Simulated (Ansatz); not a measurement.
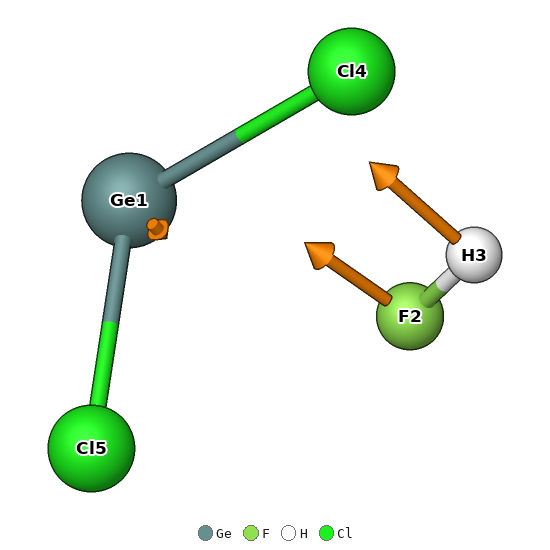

The arrows show one normal mode. Harmonic vibrations computed with RKS PBE0-D4/def2-TZVP (Ansatz 0.2.0) at a stationary point of the same level.

Estimate its harmonic wavenumber.

Answer. 123 cm⁻¹; it is mode 2 of 9 counted from the lowest.
